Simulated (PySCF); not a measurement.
# C3H6OSi: NMR shifts at several levels of theory, part 1 of 2

Aim: compute the NMR shifts of C3H6OSi (`C=C[SiH2]C=O`) at several levels, and see how far they spread and what each costs.

The runs use PySCF 2.14.0, with density-fitted response routines of our own; the level of theory stands in each step. All values are computed, except where a source is named. Atoms count from 0, in the outputs and in this text.

## 1. Starting geometry

11 atoms, charge 0, multiplicity 1; geometry from: GFN2-xTB. The atoms were then displaced at random by about 0.01 Å, so the start is not that level's minimum.

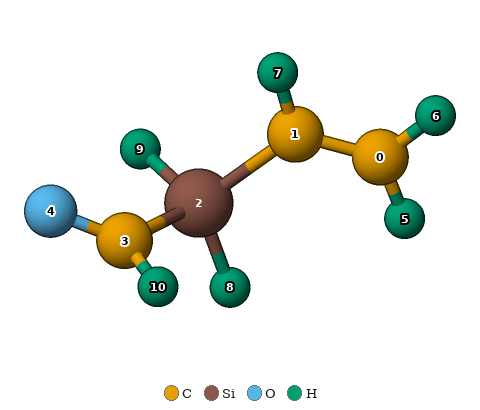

As it starts; carbon amber, silicon brown, oxygen blue, hydrogen teal, atoms numbered.

## 2. Geometry optimisation at PBE0-D3(BJ)/def2-SVP

The job: settings as JSON, then the geometry in Å.

```
{"job": {"xc": "PBE0", "basis": "def2-SVP", "d3": "d3bj", "grid": 1, "shake": 0.01, "kind": "geom"}, "charge": 0, "multiplicity": 1}
C     -1.759720     0.747990    -0.708000
C     -1.073480     0.054750     0.144750
Si     0.542290    -0.800300    -0.255450
C      1.910650     0.034310     0.881990
O      2.429610    -0.525990     1.790450
H     -1.468810     0.917830    -1.735830
H     -2.700950     1.246510    -0.439660
H     -1.430180    -0.038540     1.153710
H      0.971540    -0.531870    -1.610100
H      0.503980    -2.225760     0.080130
H      2.113190     1.095260     0.682340
```

Started as:

```
> OMP_NUM_THREADS=1 python probes_run.py task.json out
```

This one command runs all jobs of the session in turn.

Log:

```text
step   0  E = -482.00663473  max force = 0.037041
step   1  E = -482.01250179  max force = 0.006110
step   2  E = -482.01265812  max force = 0.001423
step   3  E = -482.01274426  max force = 0.001483
step   4  E = -482.01277221  max force = 0.000667
step   5  E = -482.01279016  max force = 0.000493
step   6  E = -482.01280368  max force = 0.000417
optimisation converged
```

Run time: 23 s. Hardware: 1 thread of Arm Neoverse V2, shared host; peak memory 0.43 GiB.

Step by step:

```
step  energy from step 0 (eV)  largest force component (eV/Å)
   0                   0.0000                          1.9047
   1                  -0.1597                          0.3142
   2                  -0.1639                          0.0732
   3                  -0.1662                          0.0763
   4                  -0.1670                          0.0343
   5                  -0.1675                          0.0254
   6                  -0.1679                          0.0214
```

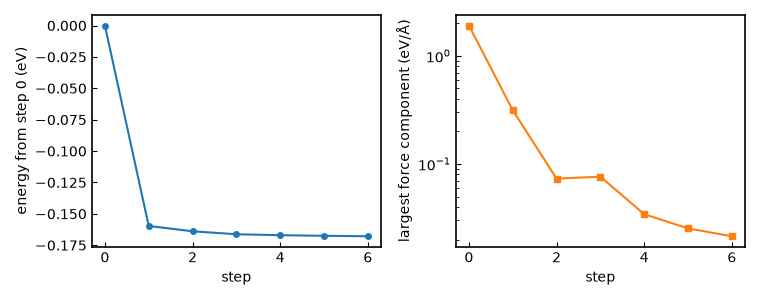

Energy and force, step by step.

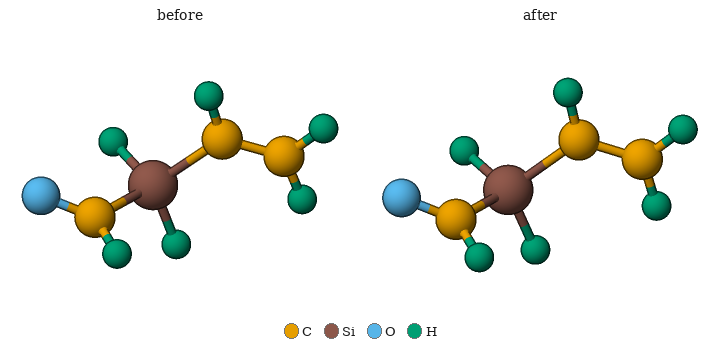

Before and after, at one scale.

Close pairs (by a distance rule), those that changed most:

```
  bond  before (Å)  after (Å)  change (Å)
Si2–H8       1.446      1.497      +0.051
 C0–C1       1.296      1.339      +0.043
C3–H10       1.098      1.130      +0.031
Si2–C3       1.965      1.936      -0.029
Si2–H9       1.465      1.491      +0.026
 C1–H7       1.074      1.098      +0.024
 C3–O4       1.187      1.205      +0.018
 C0–H5       1.082      1.096      +0.014
```

The next job starts from the end point, and lists it.

```
                         at the end point                 value
  point group (found at 0.08 Å tolerance)                    C1
rotational constants (GHz, main isotopes)  10.434, 1.900, 1.775
                        dipole moment (D)                  2.67
```

## 3. Shielding tensors: PBE0/pcSseg-2

The job: settings as JSON, then the geometry in Å.

```
{"job": {"kind": "nmr", "xc": "PBE0", "basis": "pcSseg-2", "pop": false}, "charge": 0, "multiplicity": 1}
C     -1.631211     0.868884    -0.931929
C     -0.949270     0.151478    -0.030381
Si     0.750925    -0.550275    -0.349795
C      1.999817     0.368009     0.810019
O      2.528709    -0.155482     1.757931
H     -1.231508     1.070059    -1.932305
H     -2.620546     1.286466    -0.715398
H     -1.405823    -0.017238     0.954382
H      1.128985    -0.261269    -1.769012
H      0.829027    -2.009426    -0.052219
H      2.202539     1.455878     0.582689
```

Level: GIAO PBE0/pcSseg-2 NMR shielding, non-relativistic, gas phase.

Log:

```text
coarse grid: 9688 points
cycle   1  E = -482.2103100369  dE =  3.825e-01  |g| = 7.596e-01  |ddm| = 2.322e+00
cycle   2  E = -481.7751551333  dE =  4.352e-01  |g| = 1.654e+00  |ddm| = 1.769e+00
cycle   3  E = -482.3239463037  dE = -5.488e-01  |g| = 1.343e-01  |ddm| = 1.429e+00
cycle   4  E = -482.3273607331  dE = -3.414e-03  |g| = 6.944e-02  |ddm| = 1.265e-01
cycle   5  E = -482.3284989209  dE = -1.138e-03  |g| = 1.744e-02  |ddm| = 5.237e-02
cycle   6  E = -482.3285612719  dE = -6.235e-05  |g| = 7.137e-03  |ddm| = 1.329e-02
cycle   7  E = -482.3285735959  dE = -1.232e-05  |g| = 1.546e-03  |ddm| = 4.701e-03
cycle   8  E = -482.3285741129  dE = -5.170e-07  |g| = 5.511e-04  |ddm| = 1.977e-03
final grid: 88992 points
cycle   9  E = -482.3311324141  dE = -4.246e-05  |g| = 9.245e-03  |ddm| = 2.640e-02
cycle  10  E = -482.3310888598  dE =  4.355e-05  |g| = 1.776e-02  |ddm| = 1.300e-02
cycle  11  E = -482.3311488890  dE = -6.003e-05  |g| = 2.019e-03  |ddm| = 9.296e-03
cycle  12  E = -482.3311497943  dE = -9.053e-07  |g| = 2.061e-04  |ddm| = 1.395e-03
cycle  13  E = -482.3311498032  dE = -8.903e-09  |g| = 8.613e-05  |ddm| = 2.177e-04
cycle  14  E = -482.3311498049  dE = -1.679e-09  |g| = 3.268e-05  |ddm| = 9.409e-05
cycle  15  E = -482.3311498051  dE = -2.358e-10  |g| = 1.213e-05  |ddm| = 2.507e-05
converged SCF energy = -482.3311498051

GIAO shielding tensors (ppm)
atom      isotropic    diamagn.    paramagn.     s11        s22        s33       span
  0 C       30.531     251.115    -220.584    -98.900     33.804    156.690    255.591
  1 C       44.613     256.905    -212.292    -76.045     32.810    177.075    253.120
  2 Si     388.785     879.477    -490.692    367.994    383.827    414.535     46.540
  3 C      -64.953     250.945    -315.898   -189.731    -92.438     87.311    277.042
  4 O     -588.488     389.828    -978.316  -1618.914   -543.559    397.008   2015.922
  5 H       24.707      30.965      -6.258     21.194     24.592     28.336      7.142
  6 H       24.576      29.060      -4.483     21.503     24.226     28.000      6.497
  7 H       24.913      31.660      -6.747     23.001     24.652     27.086      4.085
  8 H       26.648      29.868      -3.220     24.374     25.985     29.584      5.210
  9 H       27.005      29.612      -2.606     24.933     25.061     31.022      6.089
 10 H       19.020      27.867      -8.847     13.048     20.294     23.718     10.671
```

Wall time 28 s (1 thread of Arm Neoverse V2, shared host); peak memory 1 GiB.

The references, computed at this level on geometries of the same kind, shield at (ppm): 1H TMS 31.25, 13C TMS 184.1, 29Si TMS 341.3, 17O H2O 328.2. Their shielding less the atom's gives the shift. The references are single molecules in the gas phase, so shifts against H2O, NH3, PH3, H3PO4 or CFCl3 are not on the usual liquid scales and can be off by tens of ppm. Atoms listed in one row are averaged.

```
 atoms                          environment  σ (ppm)  δ (ppm)
    C3                      carbonyl carbon    -65.0    249.1
    C0                 terminal =CH2 carbon     30.5    153.6
    C1                            alkene CH     44.6    139.5
   H10        hydrogen on a carbonyl carbon    19.02    12.22
    H6   hydrogen on a terminal =CH2 carbon    24.58     6.67
    H5   hydrogen on a terminal =CH2 carbon    24.71     6.54
    H7             hydrogen on an alkene CH    24.91     6.33
H8, H9  hydrogen on a silicon bonded to 2 C    26.83     4.42
   Si2           silicon bonded to 2 C, 2 H    388.8    -47.5
    O4                      carbonyl oxygen   -588.5    916.6
```

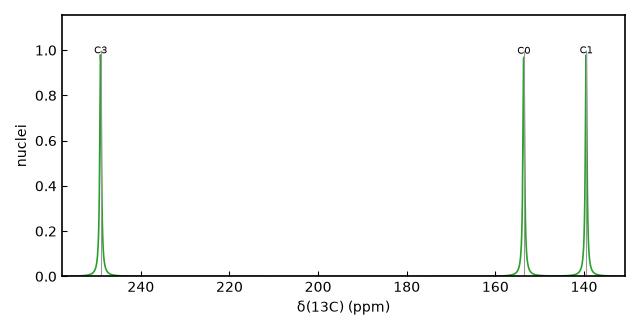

13C lines at the computed shifts, without couplings. Lines are broadened to a width of 0.44 ppm (Lorentzian).

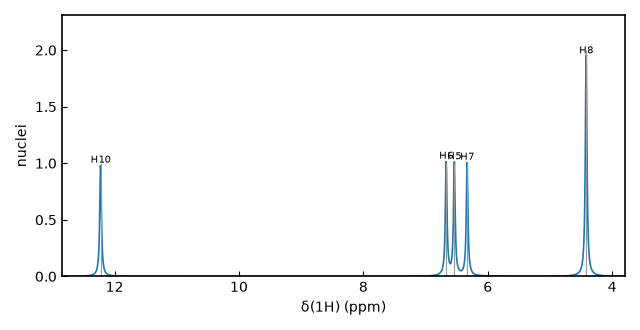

1H lines at the computed shifts, without couplings. Lines are broadened to a width of 0.03 ppm (Lorentzian).

## 4. NMR shieldings: mPW1PW91/pcSseg-2

Same as in step 3 but for these lines:

```diff
@@ -1,2 +1,2 @@
-{"job": {"kind": "nmr", "xc": "PBE0", "basis": "pcSseg-2", "pop": false}, "charge": 0, "multiplicity": 1}
+{"job": {"kind": "nmr", "xc": "mPW1PW91", "basis": "pcSseg-2", "pop": false}, "charge": 0, "multiplicity": 1}
 C     -1.631211     0.868884    -0.931929
```

Method: GIAO mPW1PW91/pcSseg-2 NMR shielding, non-relativistic, gas phase.

Log:

```text
coarse grid: 9688 points
cycle   1  E = -482.5165737233  dE =  3.848e-01  |g| = 7.774e-01  |ddm| = 2.314e+00
cycle   2  E = -482.0601312051  dE =  4.564e-01  |g| = 1.691e+00  |ddm| = 1.841e+00
cycle   3  E = -482.6349916055  dE = -5.749e-01  |g| = 1.365e-01  |ddm| = 1.503e+00
cycle   4  E = -482.6385040012  dE = -3.512e-03  |g| = 7.194e-02  |ddm| = 1.299e-01
cycle   5  E = -482.6397250048  dE = -1.221e-03  |g| = 1.790e-02  |ddm| = 5.388e-02
cycle   6  E = -482.6397906578  dE = -6.565e-05  |g| = 7.396e-03  |ddm| = 1.360e-02
cycle   7  E = -482.6398039083  dE = -1.325e-05  |g| = 1.596e-03  |ddm| = 4.880e-03
cycle   8  E = -482.6398044632  dE = -5.549e-07  |g| = 5.596e-04  |ddm| = 2.038e-03
final grid: 88992 points
cycle   9  E = -482.6421976636  dE = -4.193e-05  |g| = 6.116e-03  |ddm| = 2.581e-02
cycle  10  E = -482.6421809770  dE =  1.669e-05  |g| = 1.119e-02  |ddm| = 8.487e-03
cycle  11  E = -482.6422050969  dE = -2.412e-05  |g| = 1.586e-03  |ddm| = 5.963e-03
cycle  12  E = -482.6422056335  dE = -5.366e-07  |g| = 1.543e-04  |ddm| = 1.068e-03
cycle  13  E = -482.6422056386  dE = -5.068e-09  |g| = 7.260e-05  |ddm| = 1.635e-04
cycle  14  E = -482.6422056399  dE = -1.285e-09  |g| = 2.164e-05  |ddm| = 7.773e-05
cycle  15  E = -482.6422056400  dE = -1.024e-10  |g| = 9.147e-06  |ddm| = 1.758e-05
converged SCF energy = -482.6422056400

GIAO shielding tensors (ppm)
atom      isotropic    diamagn.    paramagn.     s11        s22        s33       span
  0 C       30.069     251.306    -221.237    -99.898     33.855    156.251    256.149
  1 C       44.054     256.785    -212.732    -76.973     32.608    176.526    253.499
  2 Si     387.587     879.650    -492.063    366.750    382.697    413.313     46.563
  3 C      -65.081     251.031    -316.112   -189.622    -92.702     87.082    276.704
  4 O     -585.675     389.886    -975.562  -1609.058   -545.662    397.694   2006.752
  5 H       24.777      30.975      -6.198     21.266     24.651     28.413      7.147
  6 H       24.649      29.052      -4.403     21.574     24.303     28.070      6.497
  7 H       24.987      31.671      -6.684     23.067     24.729     27.165      4.098
  8 H       26.723      29.973      -3.250     24.452     26.057     29.659      5.207
  9 H       27.074      29.706      -2.632     25.006     25.133     31.084      6.078
 10 H       19.129      27.887      -8.758     13.200     20.396     23.791     10.591
```

Wall time 28 s (1 thread of Arm Neoverse V2, shared host); peak memory 1 GiB.

Key values: δ C3 248.6, C0 153.5, C1 139.5, Si2 -47.6, H10 12.16, H6 6.64 ppm.

## 5. Shielding tensors: WP04/pcSseg-2

Same as in step 4 but for these lines:

```diff
@@ -1,2 +1,2 @@
-{"job": {"kind": "nmr", "xc": "mPW1PW91", "basis": "pcSseg-2", "pop": false}, "charge": 0, "multiplicity": 1}
+{"job": {"kind": "nmr", "xc": "WP04", "basis": "pcSseg-2", "pop": false}, "charge": 0, "multiplicity": 1}
 C     -1.631211     0.868884    -0.931929
```

Level: GIAO WP04/pcSseg-2 NMR shielding, non-relativistic, gas phase.

Log:

```text
coarse grid: 9688 points
cycle   1  E = -490.1297547431  dE =  3.911e-01  |g| = 1.105e+00  |ddm| = 2.304e+00
cycle   2  E = -488.8582971342  dE =  1.271e+00  |g| = 2.589e+00  |ddm| = 3.587e+00
cycle   3  E = -490.3365993442  dE = -1.478e+00  |g| = 3.435e-01  |ddm| = 3.325e+00
cycle   4  E = -490.3585425884  dE = -2.194e-02  |g| = 1.785e-01  |ddm| = 3.241e-01
cycle   5  E = -490.3658979011  dE = -7.355e-03  |g| = 4.712e-02  |ddm| = 1.267e-01
cycle   6  E = -490.3663016829  dE = -4.038e-04  |g| = 2.456e-02  |ddm| = 3.841e-02
cycle   7  E = -490.3664538810  dE = -1.522e-04  |g| = 4.690e-03  |ddm| = 1.525e-02
cycle   8  E = -490.3664586902  dE = -4.809e-06  |g| = 1.360e-03  |ddm| = 4.715e-03
final grid: 88992 points
cycle   9  E = -490.3736231552  dE = -7.092e-05  |g| = 8.426e-03  |ddm| = 3.470e-02
cycle  10  E = -490.3735767769  dE =  4.638e-05  |g| = 1.749e-02  |ddm| = 1.253e-02
cycle  11  E = -490.3736366165  dE = -5.984e-05  |g| = 3.144e-03  |ddm| = 8.870e-03
cycle  12  E = -490.3736386300  dE = -2.013e-06  |g| = 3.413e-04  |ddm| = 2.054e-03
cycle  13  E = -490.3736386539  dE = -2.392e-08  |g| = 1.469e-04  |ddm| = 3.509e-04
cycle  14  E = -490.3736386589  dE = -5.018e-09  |g| = 3.716e-05  |ddm| = 1.491e-04
cycle  15  E = -490.3736386592  dE = -3.083e-10  |g| = 1.110e-05  |ddm| = 3.146e-05
converged SCF energy = -490.3736386592

GIAO shielding tensors (ppm)
atom      isotropic    diamagn.    paramagn.     s11        s22        s33       span
  0 C       22.446     252.131    -229.685   -108.485     29.738    146.084    254.569
  1 C       34.333     257.322    -222.989    -86.273     24.793    164.477    250.750
  2 Si     376.087     881.450    -505.363    356.037    371.610    400.615     44.578
  3 C      -74.143     251.922    -326.065   -200.226    -99.809     77.608    277.834
  4 O     -523.638     390.438    -914.076  -1427.647   -531.693    388.427   1816.074
  5 H       25.468      31.471      -6.003     22.097     25.296     29.010      6.913
  6 H       25.341      29.432      -4.091     22.372     24.981     28.670      6.298
  7 H       25.697      32.232      -6.535     23.701     25.480     27.911      4.210
  8 H       27.606      30.779      -3.173     25.397     26.889     30.533      5.135
  9 H       27.880      30.290      -2.410     25.853     26.021     31.765      5.912
 10 H       20.156      28.427      -8.271     14.730     21.369     24.368      9.637
```

It took 27 s on 1 thread of Arm Neoverse V2, shared host; peak memory 1 GiB.

In short: δ C3 246.2, C0 149.7, C1 137.8, Si2 -48.1, H10 11.46, H6 6.27 ppm.

## 6. NMR shieldings: B97-2/pcSseg-2

Same as in step 5 but for these lines:

```diff
@@ -1,2 +1,2 @@
-{"job": {"kind": "nmr", "xc": "WP04", "basis": "pcSseg-2", "pop": false}, "charge": 0, "multiplicity": 1}
+{"job": {"kind": "nmr", "xc": "B97-2", "basis": "pcSseg-2", "pop": false}, "charge": 0, "multiplicity": 1}
 C     -1.631211     0.868884    -0.931929
```

Method: GIAO B97-2/pcSseg-2 NMR shielding, non-relativistic, gas phase.

Log:

```text
coarse grid: 9688 points
cycle   1  E = -482.4950700617  dE =  3.744e-01  |g| = 7.877e-01  |ddm| = 2.328e+00
cycle   2  E = -481.9721937019  dE =  5.229e-01  |g| = 1.769e+00  |ddm| = 2.015e+00
cycle   3  E = -482.6167567523  dE = -6.446e-01  |g| = 1.483e-01  |ddm| = 1.681e+00
cycle   4  E = -482.6209469751  dE = -4.190e-03  |g| = 7.956e-02  |ddm| = 1.452e-01
cycle   5  E = -482.6224541950  dE = -1.507e-03  |g| = 1.988e-02  |ddm| = 5.862e-02
cycle   6  E = -482.6225365650  dE = -8.237e-05  |g| = 8.358e-03  |ddm| = 1.548e-02
cycle   7  E = -482.6225538932  dE = -1.733e-05  |g| = 1.726e-03  |ddm| = 5.576e-03
cycle   8  E = -482.6225545930  dE = -6.998e-07  |g| = 5.555e-04  |ddm| = 2.220e-03
final grid: 88992 points
cycle   9  E = -482.6247979270  dE = -6.452e-05  |g| = 4.330e-03  |ddm| = 3.421e-02
cycle  10  E = -482.6247923817  dE =  5.545e-06  |g| = 6.492e-03  |ddm| = 5.036e-03
cycle  11  E = -482.6247998357  dE = -7.454e-06  |g| = 1.727e-03  |ddm| = 4.064e-03
cycle  12  E = -482.6248003459  dE = -5.102e-07  |g| = 3.479e-04  |ddm| = 1.012e-03
cycle  13  E = -482.6248003775  dE = -3.166e-08  |g| = 6.575e-05  |ddm| = 2.716e-04
cycle  14  E = -482.6248003782  dE = -7.060e-10  |g| = 3.547e-05  |ddm| = 6.489e-05
cycle  15  E = -482.6248003786  dE = -3.274e-10  |g| = 6.129e-06  |ddm| = 2.564e-05
converged SCF energy = -482.6248003786

GIAO shielding tensors (ppm)
atom      isotropic    diamagn.    paramagn.     s11        s22        s33       span
  0 C       33.832     251.531    -217.699    -92.579     38.183    155.893    248.472
  1 C       47.479     257.125    -209.646    -70.144     36.642    175.939    246.083
  2 Si     394.767     879.794    -485.027    374.307    389.969    420.024     45.717
  3 C      -59.206     251.290    -310.495   -179.276    -85.539     87.198    266.475
  4 O     -553.310     390.185    -943.495  -1530.638   -523.671    394.380   1925.017
  5 H       24.900      31.093      -6.194     21.476     24.758     28.464      6.988
  6 H       24.762      29.086      -4.324     21.723     24.398     28.165      6.441
  7 H       25.114      31.847      -6.733     23.272     24.866     27.204      3.932
  8 H       26.860      30.144      -3.284     24.611     26.187     29.782      5.171
  9 H       27.199      29.900      -2.701     25.154     25.266     31.176      6.023
 10 H       19.269      27.910      -8.641     13.537     20.470     23.800     10.263
```

Run time: 28 s. Hardware: 1 thread of Arm Neoverse V2, shared host; peak memory 1 GiB.

In short: δ C3 242.7, C0 149.6, C1 136.0, Si2 -47.2, H10 12.09, H6 6.60 ppm.

## 7. NMR shieldings: BHandHLYP/pcSseg-2

Same as in step 6 but for these lines:

```diff
@@ -1,2 +1,2 @@
-{"job": {"kind": "nmr", "xc": "B97-2", "basis": "pcSseg-2", "pop": false}, "charge": 0, "multiplicity": 1}
+{"job": {"kind": "nmr", "xc": "BHandHLYP", "basis": "pcSseg-2", "pop": false}, "charge": 0, "multiplicity": 1}
 C     -1.631211     0.868884    -0.931929
```

Level: GIAO BHandHLYP/pcSseg-2 NMR shielding, non-relativistic, gas phase.

Log:

```text
coarse grid: 9688 points
cycle   1  E = -482.4436572183  dE =  4.293e-01  |g| = 7.465e-01  |ddm| = 2.290e+00
cycle   2  E = -482.2759645615  dE =  1.677e-01  |g| = 1.235e+00  |ddm| = 1.144e+00
cycle   3  E = -482.5627125160  dE = -2.867e-01  |g| = 6.036e-02  |ddm| = 7.932e-01
cycle   4  E = -482.5634583305  dE = -7.458e-04  |g| = 4.185e-02  |ddm| = 6.656e-02
cycle   5  E = -482.5638925375  dE = -4.342e-04  |g| = 8.502e-03  |ddm| = 3.588e-02
cycle   6  E = -482.5639099063  dE = -1.737e-05  |g| = 4.111e-03  |ddm| = 8.726e-03
cycle   7  E = -482.5639145401  dE = -4.634e-06  |g| = 1.402e-03  |ddm| = 3.839e-03
final grid: 88992 points
cycle   8  E = -482.5685300493  dE = -1.841e-05  |g| = 2.845e-03  |ddm| = 1.759e-02
cycle   9  E = -482.5685297962  dE =  2.531e-07  |g| = 3.209e-03  |ddm| = 3.197e-03
cycle  10  E = -482.5685319055  dE = -2.109e-06  |g| = 5.448e-04  |ddm| = 1.908e-03
cycle  11  E = -482.5685319584  dE = -5.290e-08  |g| = 1.876e-04  |ddm| = 3.412e-04
cycle  12  E = -482.5685319656  dE = -7.217e-09  |g| = 5.388e-05  |ddm| = 1.535e-04
cycle  13  E = -482.5685319663  dE = -7.539e-10  |g| = 2.267e-05  |ddm| = 5.622e-05
converged SCF energy = -482.5685319663

GIAO shielding tensors (ppm)
atom      isotropic    diamagn.    paramagn.     s11        s22        s33       span
  0 C       30.888     249.968    -219.080   -106.772     40.890    158.546    265.317
  1 C       44.173     256.621    -212.448    -83.700     37.419    178.800    262.500
  2 Si     391.870     877.865    -485.995    370.893    386.050    418.667     47.774
  3 C      -63.558     250.967    -314.526   -191.294    -92.328     92.946    284.240
  4 O     -589.353     390.065    -979.418  -1608.464   -567.021    407.425   2015.888
  5 H       24.998      31.131      -6.133     21.447     24.747     28.802      7.355
  6 H       24.884      29.335      -4.451     21.704     24.351     28.596      6.892
  7 H       25.256      32.000      -6.744     23.291     24.889     27.587      4.296
  8 H       27.049      29.837      -2.788     24.692     26.342     30.112      5.419
  9 H       27.333      29.530      -2.197     25.170     25.396     31.433      6.262
 10 H       19.699      28.255      -8.556     13.972     20.953     24.171     10.198
```

Wall time 26 s (1 thread of Arm Neoverse V2, shared host); peak memory 1.1 GiB.

This run: δ C3 247.8, C0 153.4, C1 140.1, Si2 -46.1, H10 11.75, H6 6.57 ppm.

## 8. Nuclear shieldings: CAM-B3LYP/pcSseg-2

Same as in step 7 but for these lines:

```diff
@@ -1,2 +1,2 @@
-{"job": {"kind": "nmr", "xc": "BHandHLYP", "basis": "pcSseg-2", "pop": false}, "charge": 0, "multiplicity": 1}
+{"job": {"kind": "nmr", "xc": "CAM-B3LYP", "basis": "pcSseg-2", "pop": false}, "charge": 0, "multiplicity": 1}
 C     -1.631211     0.868884    -0.931929
```

Level: GIAO CAM-B3LYP/pcSseg-2 NMR shielding, non-relativistic, gas phase.

Log:

```text
coarse grid: 9688 points
cycle   1  E = -482.4590045415  dE =  4.180e-01  |g| = 8.091e-01  |ddm| = 2.292e+00
cycle   2  E = -482.1966367084  dE =  2.624e-01  |g| = 1.463e+00  |ddm| = 1.342e+00
cycle   3  E = -482.5919511758  dE = -3.953e-01  |g| = 7.268e-02  |ddm| = 9.598e-01
cycle   4  E = -482.5929253814  dE = -9.742e-04  |g| = 4.656e-02  |ddm| = 7.529e-02
cycle   5  E = -482.5934298968  dE = -5.045e-04  |g| = 9.902e-03  |ddm| = 3.812e-02
cycle   6  E = -482.5934511315  dE = -2.123e-05  |g| = 4.731e-03  |ddm| = 9.880e-03
cycle   7  E = -482.5934570042  dE = -5.873e-06  |g| = 1.288e-03  |ddm| = 4.267e-03
final grid: 88992 points
cycle   8  E = -482.5999748516  dE = -3.039e-05  |g| = 3.440e-03  |ddm| = 1.935e-02
cycle   9  E = -482.5999744474  dE =  4.041e-07  |g| = 3.827e-03  |ddm| = 3.800e-03
cycle  10  E = -482.5999774106  dE = -2.963e-06  |g| = 8.291e-04  |ddm| = 2.285e-03
cycle  11  E = -482.5999775226  dE = -1.120e-07  |g| = 2.259e-04  |ddm| = 4.689e-04
cycle  12  E = -482.5999775323  dE = -9.686e-09  |g| = 6.830e-05  |ddm| = 1.728e-04
cycle  13  E = -482.5999775333  dE = -1.059e-09  |g| = 2.131e-05  |ddm| = 6.127e-05
cycle  14  E = -482.5999775335  dE = -1.179e-10  |g| = 6.748e-06  |ddm| = 2.212e-05
converged SCF energy = -482.5999775335

GIAO shielding tensors (ppm)
atom      isotropic    diamagn.    paramagn.     s11        s22        s33       span
  0 C       27.290     249.616    -222.326   -107.773     33.237    156.405    264.178
  1 C       39.613     256.270    -216.657    -86.673     28.898    176.614    263.287
  2 Si     376.531     878.333    -501.803    355.466    370.235    403.891     48.425
  3 C      -71.416     250.498    -321.914   -203.057    -98.439     87.248    290.305
  4 O     -593.054     389.498    -982.552  -1633.083   -547.708    401.630   2034.714
  5 H       24.835      30.977      -6.141     21.301     24.741     28.464      7.162
  6 H       24.724      29.396      -4.672     21.624     24.340     28.208      6.584
  7 H       25.053      31.777      -6.724     23.012     24.833     27.313      4.301
  8 H       26.826      29.623      -2.797     24.535     26.191     29.753      5.218
  9 H       27.173      29.303      -2.131     25.096     25.251     31.170      6.074
 10 H       19.301      28.267      -8.966     13.388     20.485     24.031     10.643
```

Wall time 38 s (1 thread of Arm Neoverse V2, shared host); peak memory 1.2 GiB.

Key values: δ C3 254.0, C0 155.3, C1 142.9, Si2 -47.6, H10 12.04, H6 6.61 ppm.

(Continued in part 2 of 2.)
